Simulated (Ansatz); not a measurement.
## Ti under a change: Ti → Ce

The reference is Ti in the hcp (Mg type) structure (space group P6_3/mmc, No. 194; a = 2.900 Å, c = 4.590 Å).

It is then changed as follows: full substitution Ti → Ce, then cell and atoms are relaxed.

The values are results of PBEsol (Ansatz, a first-principles code), no spin-orbit coupling, earlier PAW set, not measurements. Settings: 17×17×8 k-points, 0.05 eV Fermi–Dirac smearing, for the changed cell.

```csv
quantity,base,changed,shift
volume per atom,16.72 Å³,23.76 Å³,+7.04 Å³
density,4.75 g/cm³,9.79 g/cm³,+5.04 g/cm³
lattice parameter a,2.900 Å,3.126 Å,+0.226 Å
c/a ratio,1.583,1.796,+0.213
space group,P6_3/mmc (No. 194),P6_3/mmc (No. 194),–
shortest interatomic distance,2.841 Å,3.126 Å,+0.285 Å
band gap,zero,zero,–
```

Final structure:

```
Ce
1.0
    3.12635     0.00000     0.00000
   -1.56318     2.70750     0.00000
    0.00000     0.00000     5.61379
Ce
2
Cartesian
  0.00000   1.80500   4.21035
  1.56318   0.90250   1.40345
```

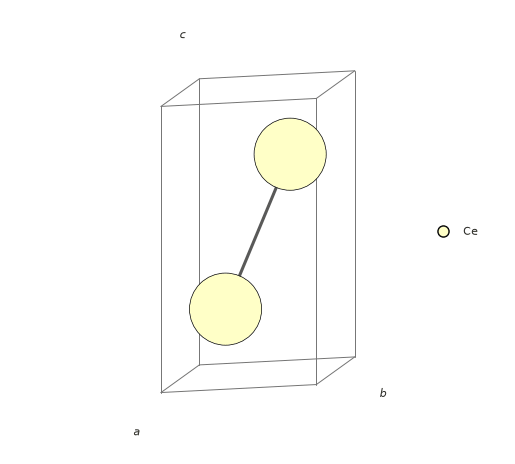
Figure: The relaxed conventional cell after the change

Cost of the whole job for the changed cell (relaxation, final SCF and bands): around 4 core-minutes (rough).

Open 4f shells without U are poorly described, and the f state was not checked. No phonon test of stability was made. Starting moments died away, wholly or in part, for Ti → Ce; another magnetic solution may exist. All final runs are without spin polarisation.
